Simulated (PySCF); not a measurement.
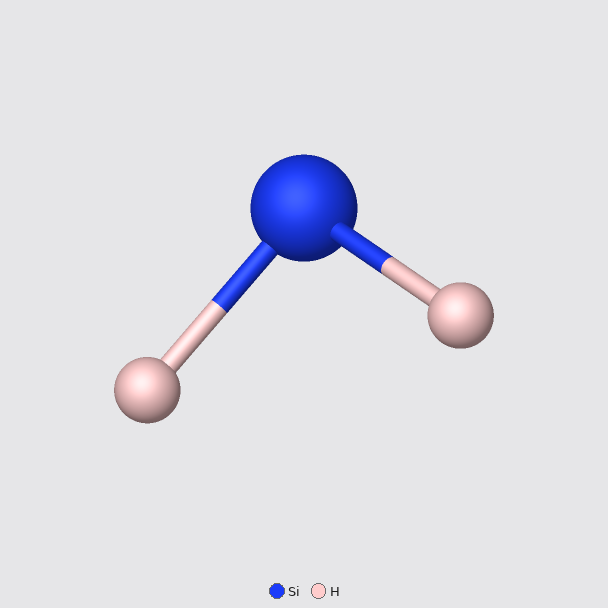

Computed geometry: PBE0-D4/def2-TZVP optimisation. No frequency run is at hand to confirm it as a minimum. Level of theory: CCSD(T)/CBS estimate, frozen core: MP2 correlation extrapolated from def2-TZVPP and def2-QZVPP, CCSD(T) minus MP2 from the smaller set (PySCF 2.14.0).

Estimate the T1 diagnostic.

0.014.
